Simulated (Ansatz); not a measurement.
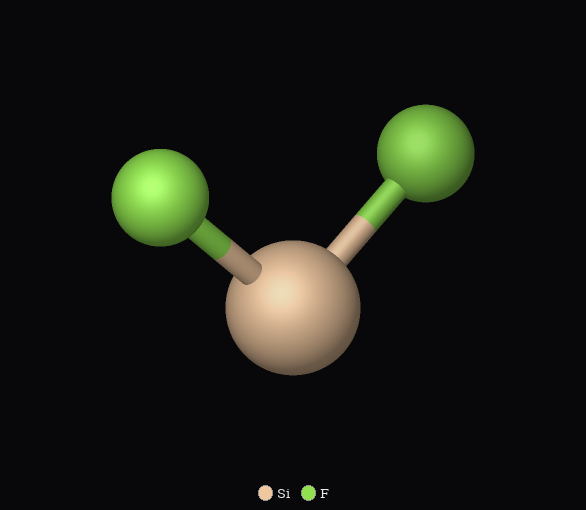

A ball-and-stick model of a molecule.

Identify the structure.

The molecule is SiF2. This geometry has C2v symmetry. Coordination: 1 Si bent.

The parts below concern this one geometry. Atoms keep their numbers from picture to picture. Computed geometry: PBE0-D4/def2-TZVP optimisation.

Geometry

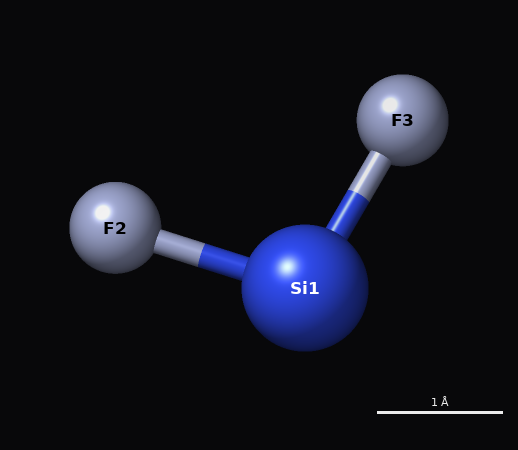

Atoms carry their numbers in the input.

Which atoms are bonded, and how long are the bonds?

| bond | length (Å) |
| --- | --- |
| Si1–F2 | 1.601 |
| Si1–F3 | 1.601 |

Electronic properties

Properties computed with RKS PBE0-D4/def2-TZVPP (Ansatz 0.2.0).

What does the calculation give?

- HOMO energy (Kohn–Sham orbital): −8.30 eV
- LUMO energy (Kohn–Sham orbital): −2.13 eV
- HOMO–LUMO gap: 6.18 eV

Charges

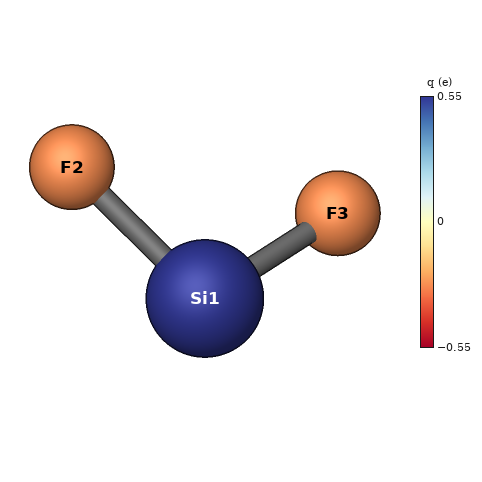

Atoms are coloured by their Mulliken charges. Method: RKS PBE0-D4/def2-TZVP (Ansatz 0.2.0).

List the Mulliken charges.

```json
{"atom": "Si1", "value (e)": "0.54"}
{"atom": "F2", "value (e)": "−0.27"}
{"atom": "F3", "value (e)": "−0.27"}
```

Dipole moment

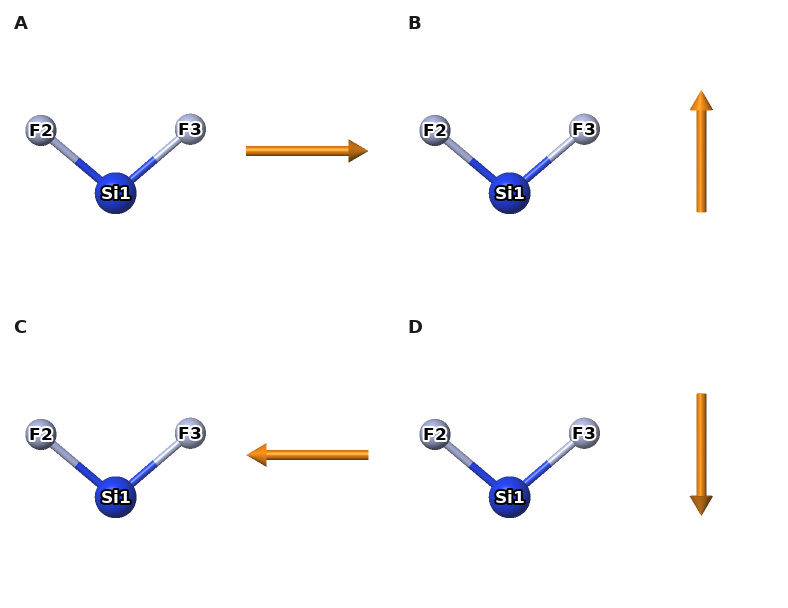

The same molecule four times, each with an arrow. Method: RKS PBE0-D4/def2-TZVP (Ansatz 0.2.0).

Which arrow points along the dipole moment, from the negative to the positive end?

D. The dipole moment is 1.09 D; it points from the side of F2, F3 to the side of Si1 (the outermost atoms at the two ends).

Vibrations

Harmonic vibrations computed with RKS PBE0-D4/def2-TZVP (Ansatz 0.2.0) at a stationary point of the same level.

How many vibrational modes are there, and where do they lie?

3 modes: 340, 856, 871 cm⁻¹.

Mulliken values depend strongly on the basis set and can even reverse the polarity of a bond.
